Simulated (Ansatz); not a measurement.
**CSe (SMILES [C][Se]) at 6 levels**

We compute a comparison of 6 runs (UHF/STO-3G, B2PLYP/STO-3G, BLYP/STO-3G, PBE0/STO-3G, UPBE/STO-3G, FCI/STO-3G) of CSe. 

Program for the calculation: Ansatz 0.2.0.

47 further runs of the same task are left out: 17 that didn't finish, 30 set aside as unsound or not needed.

**1. The structure to begin with**

CSe has 2 atoms, charge 0, and is taken as a singlet. As SMILES, `[C][Se]`. The Se2–C1 distance was set to 3.343 Å, away from the relaxed value.

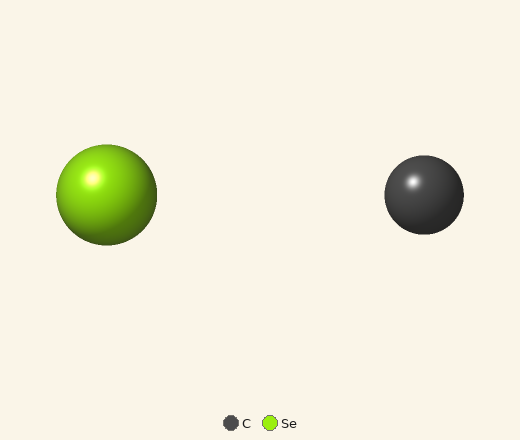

The structure, seen from a chosen angle (carbon dark grey, selenium green).

**2. A single-point energy at UHF/STO-3G (run 1)**

File molecule.yaml:

```yaml
basis:
  gaussian:
    orbitals: STO-3G
crystal:
  periodic: [false, false, false]
  atoms:
    - {symbol: C, position_ang: [0.000000, 0.000000, -1.679820]}
    - {symbol: Se, position_ang: [-0.000000, -0.000000, 1.662780]}
magnetization:
  spin_polarized: true
hamiltonian:
  xc: hf
accuracy: high
```

Run with:

```sh
$ ansatz run molecule.yaml --threads 1 --pin off --max-ram 3480MiB --events-out events.jsonl --progress --plain --runs-dir runs
```

Log:

```text
Warning: RAYON_NUM_THREADS=1 ignored (pool sized by the plan → 1); use --threads N
Functional definition: HF
  name "HF"
  exchange = exact_x
  correlation = 0
267 factors; integrals over basis functions are off by at most 3.4e-8 eV
mean field evaluation 1: about -65564.8405 eV, gradient 1.1e1 eV
mean field evaluation 2: about -65564.8580 eV, gradient 1.1e1 eV
mean field evaluation 4: about -65566.7781 eV, gradient 1.7e1 eV
mean field evaluation 8: about -65566.7781 eV, gradient 1.7e1 eV
mean field evaluation 16: about -65594.1189 eV, gradient 2.0e-6 eV
mean field evaluation 32: about -65597.4537 eV, gradient 8.6e-2 eV
mean field evaluation 64: about -65597.4345 eV, gradient 1.1e0 eV
mean field evaluation 96: about -65599.2204 eV, gradient 4.4e-2 eV
mean field evaluation 128: about -65599.1995 eV, gradient 1.1e0 eV
mean field evaluation 160: about -65597.3356 eV, gradient 1.6e-1 eV
mean field -65599.26425844 eV, -2410.7284967192 hartree, gradient 1.2e-8 eV, S^2 2.000208; 8 other end points of the search recorded, 0 dependent functions left out
reference -65599.26425844 eV, -2410.7284967192 hartree; 20, 20 occupied and 3, 3 virtual orbitals, 267 factors
Total energy: -65599.26425844 eV, -2410.7284967192 hartree
```

Run time: 0.74 s. Hardware: 1 thread of Intel Xeon 6975P-C (Granite Rapids), shared host.

**3. A single-point energy at B2PLYP/STO-3G (run 2)**

File job.yaml:

```yaml
crystal:
  periodic: [false, false, false]
  atoms:
    - {symbol: C, position_ang: [0.000000, 0.000000, -1.679820]}
    - {symbol: Se, position_ang: [-0.000000, -0.000000, 1.662780]}
basis:
  gaussian:
    orbitals: STO-3G
accuracy: high
hamiltonian:
  xc: {name: B2PLYP}
correlation:
  frozen_orbitals: {C: 1, Se: 9}
```

Run with:

```sh
$ ansatz run job.yaml --threads 1 --pin off --max-ram 3480MiB --events-out events.jsonl --progress --plain --runs-dir runs
```

Log (excerpt; [...] marks lines left out):

```text
Warning: RAYON_NUM_THREADS=1 ignored (pool sized by the plan → 1); use --threads N
Functional definition: B2PLYP
  name "B2PLYP"
[...]
267 factors; integrals over basis functions are off by at most 3.4e-8 eV
[...]
mean field -65624.08372073 eV, -2411.6405951352 hartree, gradient 1.5e-8 eV, S^2 0.000000; 4 other end points of the search recorded, 0 dependent functions left out; unrestricted orbitals would lower it
10 core orbitals not correlated: weight in the atoms' cores, before any rotation towards them, 1.000 or more for the frozen orbitals, at most 0.000 for the correlated occupied ones
reference -65624.08373588 eV, -2411.6405956919 hartree; 10, 10 occupied and 3, 3 virtual orbitals, 267 factors
second order -1.46499805 eV of doubles, -0.00000000 eV of singles
Total energy: -65624.47928535 eV, -2411.6551318669 hartree
```

It took 0.68 s on 1 thread of Intel Xeon 6975P-C (Granite Rapids), shared host.

Runs 3 to 5 aren't shown in full; the table further down has their settings and results.

**4. A single-point energy at FCI/STO-3G (run 6)**

File in.yaml:

```yaml
crystal:
  periodic: [false, false, false]
  atoms:
    - symbol: C
      position_ang: [0.000000, 0.000000, -1.679820]
    - symbol: Se
      position_ang: [-0.000000, -0.000000, 1.662780]
basis:
  gaussian:
    orbitals: STO-3G
correlation:
  method: fci
  frozen_orbitals: {C: 1, Se: 9}
accuracy: high
```

Run with:

```sh
$ ansatz run in.yaml --threads 1 --pin off --max-ram 3480MiB --events-out events.jsonl --progress --plain --runs-dir runs
```

Log (excerpt; [...] marks lines left out):

```text
Warning: RAYON_NUM_THREADS=1 ignored (pool sized by the plan → 1); use --threads N
[... 2 set-up lines as earlier in the session ...]
[...]
267 factors; integrals over basis functions are off by at most 3.4e-8 eV
[...]
mean field -65594.11894454 eV, -2410.5394099212 hartree, gradient 4.3e-8 eV, S^2 0.000000; 21 other end points of the search recorded, 0 dependent functions left out; unrestricted orbitals would lower it
determinant -65594.11894454 eV, -2410.5394099212 hartree, with singles and doubles -65595.97344513 eV, -2410.6075615607 hartree
determinant -65593.90562225 eV, -2410.5315704715 hartree, with singles and doubles -65595.89509945 eV, -2410.6046824101 hartree
determinant -65593.86630221 eV, -2410.5301254867 hartree, with singles and doubles -65596.08748058 eV, -2410.6117522861 hartree
determinant -65593.76621275 eV, -2410.5264472669 hartree, with singles and doubles -65596.17893690 eV, -2410.6151132440 hartree
determinant -65593.62415504 eV, -2410.5212267425 hartree, with singles and doubles -65596.10054743 eV, -2410.6122324843 hartree
determinant -65594.11894454 eV, -2410.5394099212 hartree, with singles and doubles -65596.14468730 eV, -2410.6138545943 hartree
determinant -65593.90562225 eV, -2410.5315704715 hartree, with no singles and doubles
determinant -65593.86630221 eV, -2410.5301254867 hartree, with no singles and doubles
determinant -65593.76621275 eV, -2410.5264472669 hartree, with no singles and doubles
determinant -65593.62415504 eV, -2410.5212267425 hartree, with no singles and doubles
unrestricted determinant -65597.46457473 eV, -2410.6623595630 hartree, S^2 1.9737
10 core orbitals not correlated: weight in the atoms' cores, before any rotation towards them, 1.000 or more for the frozen orbitals, at most 0.000 for the correlated occupied ones
reference -65594.11894454 eV, -2410.5394099212 hartree; 10, 10 occupied and 3, 3 virtual orbitals, 267 factors
state -65599.88321210 eV, -2410.7512428468 hartree
Total energy: -65599.88321210 eV, -2410.7512428468 hartree
```

Run time: 2.4 s. Hardware: 1 thread of Intel Xeon 6975P-C (Granite Rapids), shared host.

**5. The series**

```csv
run,level,frozen core orbitals,energy (Eh),wall time
1,UHF/STO-3G,–,-2410.728497,0.74 s
2,B2PLYP/STO-3G,10,-2411.655132,0.68 s
3,BLYP/STO-3G,–,-2411.969531,1.5 s
4,PBE0/STO-3G,–,-2411.758228,0.8 s
5,UPBE/STO-3G,–,-2411.675586,4.2 s
6,FCI/STO-3G,10,-2410.751243,2.4 s
```

**6. Outcome**

| quantity | value |
| --- | --- |
| run 6: total energy | -2410.75124 Eh |
| run 6: correlation energy (10 core orbitals frozen) | -211.8 mEh |

In words: Against full CI in this basis: UHF +22.7 mEh. Totals of different functionals can't be ranked against each other. In run 2 the log says that unrestricted orbitals would lower the reference, so the values rest on an unstable closed-shell determinant (other closed-shell runs at this shape may share the fault). In runs 1, 2, 3, 4, 5, 6 the basis is minimal, so the values are rough. In runs 2, 3, 4 a closed-shell determinant meets a far-stretched bond, which it describes badly. Spin contamination of the reference: run 1 ⟨S²⟩ = 2.00, run 5 ⟨S²⟩ = 1.78. Where it is this large, the reference is a mixture of spin states, and values that rest on it are in doubt. All runs together took 10 s, the longest 4.2 s.
